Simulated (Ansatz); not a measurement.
**CH8FW: molecular dynamics (part 5 of 5)**

Continued. System: CH8FW, multiplicity 2. Method: UKS PBE/def2-SVP (Ansatz 0.2.0). It belongs to a series of runs on one base structure; here: dynamics from the highest image of the converged band.

Geometry of the input (Å):
```
W  0.4600  -0.0059  0.3265
H  -0.7344  0.0078  1.8724
F  2.3530  -0.0227  0.6848
H  -0.3716  1.4663  0.2680
H  -1.2922  0.0089  0.4358
H  -0.3956  -1.4643  0.2715
H  -0.1555  -0.0023  -1.2699
C  -0.0490  0.0035  2.8244
H  -0.3774  -0.9062  3.3602
H  1.0562  -0.0050  2.7502
H  -0.3633  0.9198  3.3575
```

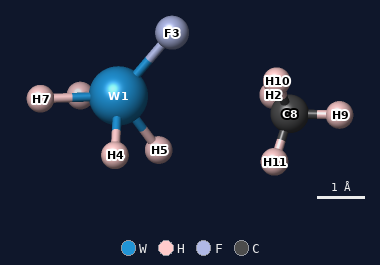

**Figure 1.** The geometry at step 176 of the log (ball-and-stick view, seen at a tilt; atoms are numbered from 1 in the order of the input).

**Trajectory as extended XYZ, continued**
```
11
Properties=species:S:1:pos:R:3:forces:R:3 step=150 time_fs=75.0 energy=-5702.42500 temperature=823.5
W     0.4503    0.0010    0.2130    0.3894   0.4779  -0.5263
H     0.1501   -0.8957    2.9959    0.0856   0.1506  -0.0444
F     2.0777   -0.1022    1.1483   -0.4424  -0.1615  -0.4078
H    -0.3587    1.5102    0.3679    0.0331  -0.2483  -0.1129
H    -1.0941   -0.2998    0.8116   -0.1162  -0.1809   0.3025
H    -0.2328   -1.3414   -0.6104    0.0721   0.1338   0.2034
H     0.5231    0.3678   -1.4721    0.1598  -0.0255   0.3479
C     0.3130    0.0104    3.6265   -0.5937  -0.6750  -0.6504
H     0.3397   -0.3778    4.6517    0.1527   0.3260   0.3761
H     1.1984    0.5390    3.2859    0.7892   0.0433   0.2266
H    -0.5244    0.6887    3.4374   -0.5296   0.1595   0.2852
11
Properties=species:S:1:pos:R:3:forces:R:3 step=153 time_fs=76.5 energy=-5702.41324 temperature=813.6
W     0.4508    0.0010    0.2083   -0.2418   0.7163  -0.2456
H     0.1737   -0.8992    3.0349    0.0885  -0.0262  -0.0451
F     2.0674   -0.1043    1.1638   -0.4803  -0.1522  -0.5451
H    -0.3849    1.5404    0.3769    0.3117  -0.6750  -0.1797
H    -1.0938   -0.3066    0.8555    0.1588  -0.1472   0.1097
H    -0.2269   -1.3413   -0.6495    0.1577   0.2599   0.3240
H     0.4966    0.3745   -1.4740    0.1901  -0.0033   0.3252
C     0.3204    0.0038    3.6607   -0.0497   0.3232  -1.1271
H     0.3558   -0.3252    4.6933    0.1124   0.0724   0.7168
H     1.2095    0.5699    3.3192    0.2339  -0.3807   0.3750
H    -0.5134    0.6894    3.4548   -0.4813   0.0128   0.2919
11
Properties=species:S:1:pos:R:3:forces:R:3 step=156 time_fs=78.0 energy=-5702.39041 temperature=794.1
W     0.4513    0.0011    0.2037   -0.6771   0.8009   0.1560
H     0.1992   -0.9032    3.0730    0.0806  -0.2118  -0.0243
F     2.0565   -0.1066    1.1787   -0.4880  -0.1394  -0.6599
H    -0.4045    1.5564    0.3821    0.4689  -0.8919  -0.2278
H    -1.0903   -0.3165    0.9019    0.3870  -0.1050  -0.0865
H    -0.2177   -1.3357   -0.6818    0.1943   0.2985   0.3818
H     0.4740    0.3812   -1.4690    0.2087   0.0388   0.2109
C     0.3277   -0.0022    3.6930    0.2643   1.1648  -0.8930
H     0.3741   -0.2707    4.7493    0.0347  -0.0353   0.4336
H     1.2258    0.5927    3.3603   -0.2361  -0.6956   0.4188
H    -0.5125    0.6903    3.4785   -0.2373  -0.2241   0.2905
11
Properties=species:S:1:pos:R:3:forces:R:3 step=159 time_fs=79.5 energy=-5702.38112 temperature=786.1
W     0.4517    0.0013    0.1991   -0.8428   0.7633   0.6153
H     0.2264   -0.9116    3.1106    0.0724  -0.2790   0.0741
F     2.0452   -0.1090    1.1929   -0.4631  -0.1232  -0.7419
H    -0.4143    1.5535    0.3824    0.5016  -0.9040  -0.2531
H    -1.0786   -0.3287    0.9464    0.5051  -0.0693  -0.2497
H    -0.2043   -1.3238   -0.7060    0.1755   0.2422   0.3661
H     0.4560    0.3887   -1.4595    0.2120   0.0962   0.0316
C     0.3355   -0.0062    3.7237    0.2816   1.5169  -0.1037
H     0.3932   -0.2170    4.8139   -0.0740  -0.1072  -0.2742
H     1.2375    0.6011    3.4102   -0.3724  -0.7337   0.2886
H    -0.5167    0.6864    3.5084    0.0040  -0.4023   0.2469
11
Properties=species:S:1:pos:R:3:forces:R:3 step=162 time_fs=81.0 energy=-5702.38896 temperature=792.8
W     0.4520    0.0016    0.1945   -0.7127   0.6182   1.0493
H     0.2551   -0.9258    3.1500    0.0634  -0.1720   0.2555
F     2.0332   -0.1116    1.2062   -0.4084  -0.1038  -0.7884
H    -0.4135    1.5315    0.3772    0.4087  -0.7151  -0.2523
H    -1.0562   -0.3424    0.9856    0.4892  -0.0485  -0.3559
H    -0.1873   -1.3068   -0.7224    0.1061   0.0992   0.2785
H     0.4425    0.3983   -1.4494    0.1981   0.1577  -0.1608
C     0.3437   -0.0075    3.7543    0.0668   1.3145   0.6537
H     0.4107   -0.1656    4.8728   -0.1775  -0.2494  -0.8377
H     1.2419    0.5941    3.4661   -0.1438  -0.4761   0.0153
H    -0.5211    0.6741    3.5435    0.1101  -0.4248   0.1428
11
Properties=species:S:1:pos:R:3:forces:R:3 step=165 time_fs=82.5 energy=-5702.39984 temperature=802.0
W     0.4522    0.0020    0.1901   -0.2931   0.3544   1.3568
H     0.2852   -0.9435    3.1949    0.0419   0.0279   0.4425
F     2.0209   -0.1143    1.2186   -0.3310  -0.0815  -0.8030
H    -0.4041    1.4944    0.3667    0.1853  -0.3210  -0.2222
H    -1.0235   -0.3572    1.0173    0.3411  -0.0467  -0.3917
H    -0.1680   -1.2878   -0.7330    0.0033  -0.1031   0.1360
H     0.4332    0.4113   -1.4427    0.1679   0.2066  -0.2984
C     0.3520   -0.0065    3.7859   -0.2360   0.7148   1.0324
H     0.4245   -0.1198    4.9145   -0.2411  -0.4404  -0.9221
H     1.2435    0.5772    3.5222    0.3113  -0.0309  -0.3151
H    -0.5233    0.6529    3.5815    0.0504  -0.2801  -0.0153
11
Properties=species:S:1:pos:R:3:forces:R:3 step=168 time_fs=84.0 energy=-5702.39188 temperature=795.1
W     0.4523    0.0024    0.1858    0.3486  -0.0298   1.4463
H     0.3162   -0.9607    3.2492    0.0012   0.1712   0.5302
F     2.0081   -0.1171    1.2300   -0.2407  -0.0569  -0.7927
H    -0.3908    1.4506    0.3514   -0.1499   0.2443  -0.1652
H    -0.9836   -0.3730    1.0406    0.0834  -0.0644  -0.3543
H    -0.1487   -1.2711   -0.7406   -0.1008  -0.3106  -0.0220
H     0.4276    0.4287   -1.4422    0.1262   0.2253  -0.3247
C     0.3599   -0.0042    3.8194   -0.3341   0.1323   0.9258
H     0.4331   -0.0833    4.9372   -0.2469  -0.6083  -0.4818
H     1.2516    0.5595    3.5717    0.6240   0.3368  -0.5632
H    -0.5247    0.6258    3.6192   -0.1110  -0.0399  -0.1984
11
Properties=species:S:1:pos:R:3:forces:R:3 step=171 time_fs=85.5 energy=-5702.36293 temperature=770.3
W     0.4526    0.0028    0.1817    1.0280  -0.4464   1.2893
H     0.3472   -0.9744    3.3146   -0.0517   0.1567   0.4621
F     1.9951   -0.1200    1.2406   -0.1474  -0.0308  -0.7660
H    -0.3809    1.4122    0.3326   -0.5041   0.8271  -0.0993
H    -0.9421   -0.3902    1.0565   -0.2319  -0.0976  -0.2603
H    -0.1315   -1.2609   -0.7486   -0.1653  -0.4506  -0.1393
H     0.4246    0.4509   -1.4485    0.0819   0.2033  -0.2263
C     0.3673   -0.0016    3.8544   -0.0165  -0.0205   0.3966
H     0.4365   -0.0598    4.9501   -0.1965  -0.6825   0.3019
H     1.2723    0.5485    3.6093    0.4297   0.3805  -0.6061
H    -0.5283    0.5979    3.6527   -0.2262   0.1609  -0.3526
11
Properties=species:S:1:pos:R:3:forces:R:3 step=174 time_fs=87.0 energy=-5702.33931 temperature=750.3
W     0.4529    0.0032    0.1777    1.4475  -0.6844   0.9586
H     0.3770   -0.9851    3.3898   -0.1011  -0.0066   0.2599
F     1.9819   -0.1229    1.2503   -0.0578  -0.0046  -0.7308
H    -0.3815    1.3912    0.3117   -0.7017   1.1446  -0.0547
H    -0.9055   -0.4095    1.0667   -0.5183  -0.1332  -0.1538
H    -0.1177   -1.2602   -0.7595   -0.1596  -0.4641  -0.1679
H     0.4234    0.4774   -1.4595    0.0458   0.1427  -0.0413
C     0.3747    0.0010    3.8902    0.4750   0.2519  -0.1315
H     0.4358   -0.0508    4.9693   -0.1249  -0.6148   0.9314
H     1.3016    0.5453    3.6343   -0.1560   0.1636  -0.4528
H    -0.5365    0.5731    3.6787   -0.1490   0.2049  -0.4170
11
Properties=species:S:1:pos:R:3:forces:R:3 step=176 time_fs=88.0 energy=-5702.34746 temperature=757.3
W     0.4532    0.0034    0.1751    1.4544  -0.6531   0.7102
H     0.3958   -0.9920    3.4433   -0.1260  -0.1365   0.0955
F     1.9730   -0.1248    1.2563   -0.0013   0.0117  -0.7051
H    -0.3901    1.3904    0.2970   -0.6723   1.0958  -0.0456
H    -0.8869   -0.4239    1.0715   -0.6438  -0.1467  -0.1065
H    -0.1104   -1.2653   -0.7687   -0.1153  -0.3968  -0.1317
H     0.4233    0.4968   -1.4677    0.0309   0.0876   0.0973
C     0.3800    0.0030    3.9140    0.6855   0.4806  -0.1914
H     0.4337   -0.0523    4.9923   -0.0890  -0.4872   0.9709
H     1.3201    0.5454    3.6453   -0.5384   0.0009  -0.2984
H    -0.5439    0.5590    3.6912    0.0153   0.1437  -0.3953
11
Properties=species:S:1:pos:R:3:forces:R:3 step=179 time_fs=89.5 energy=-5702.39053 temperature=793.9
W     0.4538    0.0036    0.1713    1.0362  -0.3605   0.3928
H     0.4216   -1.0051    3.5248   -0.1506  -0.2184  -0.1087
F     1.9598   -0.1277    1.2646    0.0805   0.0338  -0.6632
H    -0.4144    1.4080    0.2741   -0.4018   0.6696  -0.0512
H    -0.8706   -0.4482    1.0769   -0.6847  -0.1334  -0.1074
H    -0.1014   -1.2796   -0.7847   -0.0078  -0.2122  -0.0173
H     0.4235    0.5274   -1.4777    0.0247  -0.0016   0.2800
C     0.3891    0.0067    3.9495    0.6826   0.5630   0.2180
H     0.4289   -0.0626    5.0430   -0.0560  -0.2022   0.4232
H     1.3375    0.5454    3.6568   -0.8414  -0.1315  -0.0798
H    -0.5540    0.5400    3.7030    0.3183  -0.0066  -0.2863
11
Properties=species:S:1:pos:R:3:forces:R:3 step=182 time_fs=91.0 energy=-5702.41570 temperature=815.4
W     0.4546    0.0038    0.1676    0.2946   0.0132   0.2043
H     0.4443   -1.0224    3.6042   -0.1634  -0.0661  -0.2125
F     1.9466   -0.1306    1.2722    0.1635   0.0535  -0.6135
H    -0.4471    1.4397    0.2501   -0.0108   0.0684  -0.0536
H    -0.8688   -0.4752    1.0798   -0.5547  -0.0706  -0.1983
H    -0.0925   -1.2985   -0.8009    0.1130   0.0097   0.1201
H     0.4244    0.5580   -1.4818    0.0357  -0.0794   0.3911
C     0.3993    0.0113    3.9854    0.3405   0.1420   0.7996
H     0.4230   -0.0772    5.1025   -0.0198   0.1267  -0.3458
H     1.3375    0.5428    3.6665   -0.7160  -0.0752   0.0495
H    -0.5574    0.5210    3.7087    0.5174  -0.1220  -0.1411
11
Properties=species:S:1:pos:R:3:forces:R:3 step=185 time_fs=92.5 energy=-5702.39296 temperature=796.1
W     0.4554    0.0040    0.1639   -0.4951   0.2713   0.1578
H     0.4634   -1.0410    3.6791   -0.1591   0.2268  -0.2552
F     1.9336   -0.1334    1.2791    0.2525   0.0717  -0.5512
H    -0.4802    1.4730    0.2250    0.3333  -0.4497  -0.0370
H    -0.8788   -0.5038    1.0783   -0.3247   0.0288  -0.3370
H    -0.0812   -1.3172   -0.8147    0.2113   0.2013   0.2291
H     0.4260    0.5868   -1.4777    0.0581  -0.1286   0.4058
C     0.4101    0.0161    4.0227   -0.1759  -0.6377   1.1519
H     0.4167   -0.0891    5.1551    0.0313   0.4172  -0.8018
H     1.3227    0.5388    3.6771   -0.2258   0.1389   0.0573
H    -0.5501    0.4995    3.7113    0.4942  -0.1401  -0.0197
11
Properties=species:S:1:pos:R:3:forces:R:3 step=188 time_fs=94.0 energy=-5702.35124 temperature=760.5
W     0.4561    0.0043    0.1602   -1.1384   0.3656   0.2314
H     0.4791   -1.0547    3.7485   -0.1242   0.4409  -0.3008
F     1.9209   -0.1361    1.2853    0.3493   0.0887  -0.4741
H    -0.5064    1.4970    0.1991    0.5522  -0.7741  -0.0042
H    -0.8958   -0.5316    1.0696   -0.0855   0.1364  -0.4647
H    -0.0654   -1.3317   -0.8236    0.2662   0.3177   0.2766
H     0.4288    0.6130   -1.4650    0.0863  -0.1387   0.3188
C     0.4206    0.0198    4.0620   -0.5769  -1.3501   1.1070
H     0.4111   -0.0923    5.1913    0.0794   0.6136  -0.7395
H     1.3032    0.5379    3.6888    0.3424   0.3652   0.0048
H    -0.5325    0.4752    3.7134    0.2494  -0.0653   0.0447
11
Properties=species:S:1:pos:R:3:forces:R:3 step=191 time_fs=95.5 energy=-5702.33349 temperature=745.2
W     0.4566    0.0045    0.1565   -1.5407   0.3303   0.3905
H     0.4923   -1.0594    3.8114   -0.0524   0.4224  -0.3646
F     1.9087   -0.1387    1.2910    0.4523   0.1042  -0.3819
H    -0.5208    1.5047    0.1732    0.6318  -0.8934   0.0362
H    -0.9147   -0.5566    1.0510    0.0955   0.2249  -0.5393
H    -0.0440   -1.3395   -0.8267    0.2709   0.3382   0.2493
H     0.4336    0.6363   -1.4455    0.1158  -0.1080   0.1432
C     0.4301    0.0212    4.1033   -0.5522  -1.5476   0.5168
H     0.4071   -0.0823    5.2124    0.0985   0.6947  -0.1635
H     1.2905    0.5445    3.7008    0.5731   0.3852   0.0512
H    -0.5096    0.4495    3.7164   -0.0927   0.0490   0.0620
11
Properties=species:S:1:pos:R:3:forces:R:3 step=194 time_fs=97.0 energy=-5702.34582 temperature=755.8
W     0.4571    0.0048    0.1529   -1.6642   0.2027   0.5893
H     0.5043   -1.0554    3.8664    0.0481   0.1639  -0.4122
F     1.8969   -0.1412    1.2963    0.5556   0.1186  -0.2750
H    -0.5219    1.4934    0.1480    0.5738  -0.8160   0.0761
H    -0.9317   -0.5768    1.0208    0.1844   0.2773  -0.5440
H    -0.0168   -1.3402   -0.8245    0.2285   0.2603   0.1480
H     0.4408    0.6573   -1.4231    0.1443  -0.0461  -0.0837
C     0.4387    0.0198    4.1454   -0.1636  -1.1114  -0.5106
H     0.4052   -0.0576    5.2304    0.0759   0.6828   0.6526
H     1.2894    0.5589    3.7141    0.3476   0.1389   0.2696
H    -0.4886    0.4248    3.7207   -0.3304   0.1291   0.0899
11
Properties=species:S:1:pos:R:3:forces:R:3 step=197 time_fs=98.5 energy=-5702.37914 temperature=784.4
W     0.4573    0.0052    0.1493   -1.4951  -0.0065   0.7591
H     0.5174   -1.0480    3.9127    0.1538  -0.1917  -0.3865
F     1.8857   -0.1436    1.3013    0.6492   0.1330  -0.1555
H    -0.5108    1.4648    0.1245    0.3736  -0.5392   0.1092
H    -0.9448   -0.5911    0.9791    0.1707   0.2859  -0.4806
H     0.0153   -1.3354   -0.8193    0.1508   0.1008  -0.0118
H     0.4511    0.6773   -1.4024    0.1705   0.0232  -0.2976
C     0.4470    0.0164    4.1867    0.1560  -0.3786  -1.2626
H     0.4049   -0.0183    5.2617    0.0336   0.6202   1.0268
H     1.2955    0.5762    3.7334   -0.0280  -0.1814   0.5162
H    -0.4743    0.4028    3.7271   -0.3350   0.1344   0.1832
11
Properties=species:S:1:pos:R:3:forces:R:3 step=200 time_fs=100.0 energy=-5702.42680 temperature=825.0
W     0.4573    0.0055    0.1459   -1.0520  -0.3034   0.8130
H     0.5338   -1.0445    3.9509    0.2293  -0.4045  -0.2435
F     1.8753   -0.1458    1.3060    0.7210   0.1485  -0.0283
H    -0.4919    1.4250    0.1033    0.0337  -0.0687   0.1293
H    -0.9545   -0.5992    0.9271    0.0623   0.2509  -0.3620
H     0.0506   -1.3285   -0.8143    0.0590  -0.0958  -0.1943
H     0.4651    0.6977   -1.3880    0.1932   0.0664  -0.4222
C     0.4555    0.0124    4.2257    0.1386   0.2172  -1.1150
H     0.4053    0.0343    5.3136    0.0124   0.4666   0.4894
H     1.3013    0.5898    3.7634   -0.2361  -0.3642   0.6108
H    -0.4670    0.3836    3.7375   -0.1613   0.0870   0.3229
```

**Summary**

- outcome: finished
- mean temperature over the second half: 743 K
- trajectory: 200 steps, 100 fs
- ensemble: nve
- temperature in the input: 300.0 K
- time step: 0.5 fs
- potential energy (last step): −5702.4269 eV
- mean-field energy (last step): −5702.4269 eV
- ⟨S²⟩ (last step): 0.757
- largest force (length of the vector) (last step): 1.364 eV/Å
- wall time: 6.2 min (CPU time 24 min)
- peak memory: 0.22 GiB

**Notes**

So short a trajectory is not equilibrated.
